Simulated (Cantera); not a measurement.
Charge: 1 mol Si3N4, 16 mol H2O, at 0.0840 bar.

Method: chemical equilibrium by Gibbs-energy minimisation in Cantera with the NASA 1993 tables (ideal gas, pure condensed phases). Candidate condensed phases: H2O, Si, SiO2, Si2N2O, Si3N4; 35 gas species. The tables hold silica as quartz up to 1696 K and as liquid above; real silica turns to tridymite and cristobalite and melts near 1996 K. Gases not in the tables: Si(OH)4. Equilibrium is a limit: real reactors are often held back by kinetics, nucleation or transport.

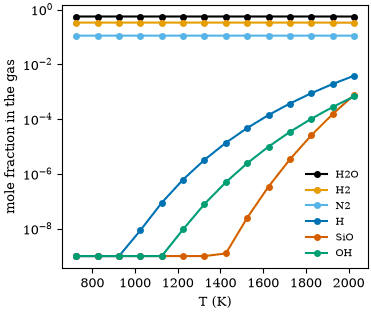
Figure: Equilibrium gas composition (values under 1e-9 drawn at 1e-9)

From 725 K to 825 K the condensed part is SiO2(α-quartz). From 925 K to 1625 K the condensed part is SiO2(β-quartz). From 1725 K to 1925 K the condensed part is SiO2(condensed). At 2025 K the condensed part is SiO2(l).
